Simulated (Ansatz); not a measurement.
C$_{2}$H$_{5}$FSi (SMILES C=C[SiH2]F)

The calculation's input:

```
crystal:
  periodic: [false, false, false]
  atoms:
    - symbol: C
      position_ang: [0.144672, -1.795800, -2.561411]
    - symbol: C
      position_ang: [0.667339, -0.625708, -2.134192]
    - symbol: F
      position_ang: [1.944557, 0.042359, 0.369866]
    - symbol: Si
      position_ang: [2.249024, -0.539377, -1.140452]
    - symbol: H
      position_ang: [0.620559, -2.763476, -2.327296]
    - symbol: H
      position_ang: [-0.777932, -1.845736, -3.164243]
    - symbol: H
      position_ang: [0.143237, 0.311311, -2.398241]
    - symbol: H
      position_ang: [2.818440, -1.918230, -1.009210]
    - symbol: H
      position_ang: [3.234306, 0.398561, -1.768318]
basis:
  gaussian: {orbitals: def2-TZVPD}
magnetization: {spin_polarized: false, initial_magnetization: 0}
hamiltonian: {xc: pbe0}
output: {forces: true, orbitals: {seedname: orbitals}}
```

Launched as:

```sh
ansatz run input.yaml --threads 2 --pin off --max-ram 4350MiB --events-out events.jsonl --progress --plain --runs-dir runs
```

Geometry: BLYP-D3(BJ)/def2-SVP.

Method: isolated molecule in a Gaussian basis; Kohn-Sham density functional theory, functional PBE0 (Ansatz).

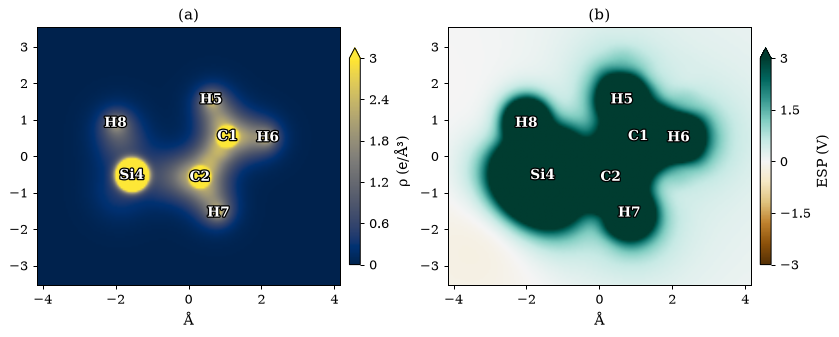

Figure 1. (a) total electron density; (b) electrostatic potential on the plane of atoms Si4, C2 and H7.

What do the fields say about this system?

The section cuts through C, Si and H sites. C–C (1.35 Å): ρ is about 2.3 e/Å³ halfway. C–Si (1.87 Å): ρ at the midpoint is about 0.99 e/Å³. C–H (1.10 Å): ρ at the midpoint is about 2 e/Å³. Si–H (1.50 Å): ρ at the midpoint is about 0.81 e/Å³. The potential has no marked negative region in this plane.

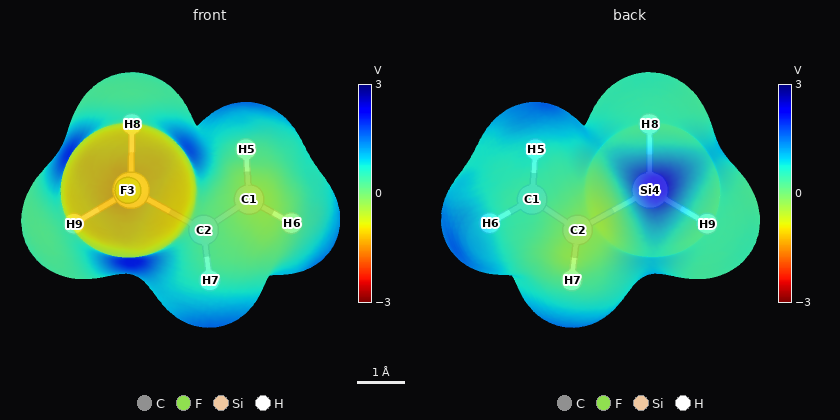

Figure 2. The electrostatic potential painted on the density surface at 0.004 e/bohr³, seen from the front and from behind; the colour scale runs from red (negative) to blue (positive).

Where is the surface potential most negative and most positive?

The most negative region (about −1.2 V) lies over F3, the most positive (about +2.2 V) over Si4.

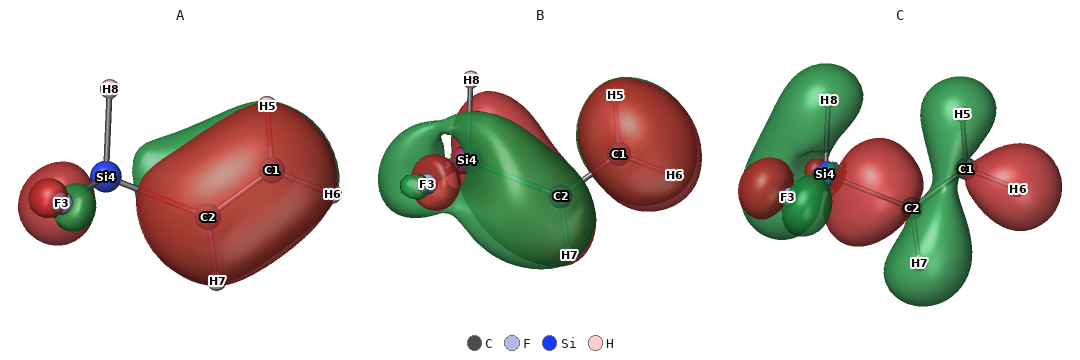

Figure 3. Three frontier orbitals at ±0.08 Å⁻³ᐟ² (green and red are the two phases), in no order.

Which picture is the HOMO−1, the HOMO and the LUMO?

C is the HOMO−1 (−9.15 eV). By Hirshfeld shares it lies mainly on C2 (about 30 %), Si4 (about 20 %), C1 (about 10 %), H7 (about 10 %), H6 (about 5 %) and F3 (about 5 %). A is the HOMO (−8.39 eV). It lies mainly on C2 (about 40 %) and C1 (about 40 %); π-bonding across C2–C1. B is the LUMO (−1.12 eV). By Hirshfeld shares it lies mainly on C1 (about 35 %), C2 (about 25 %) and Si4 (about 20 %).

What is the HOMO–LUMO gap?

7.27 eV between the orbital energies.

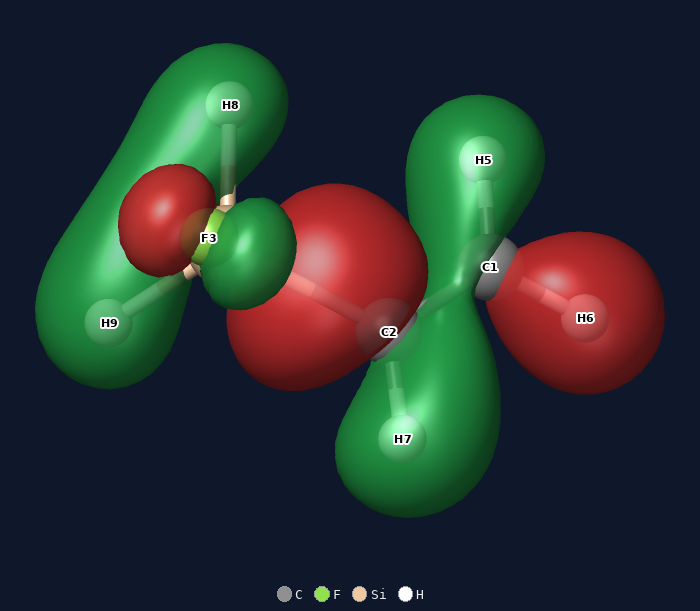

Figure 4. The HOMO−1 at ±0.1 Å⁻³ᐟ² (green and red are the two phases), seen at a tilt.

What is the character of this orbital?

Its weight (Hirshfeld) is mainly on C2 (about 30 %), Si4 (about 20 %), C1 (about 10 %), H7 (about 10 %), H6 (about 5 %) and F3 (about 5 %). Its energy is −9.15 eV.
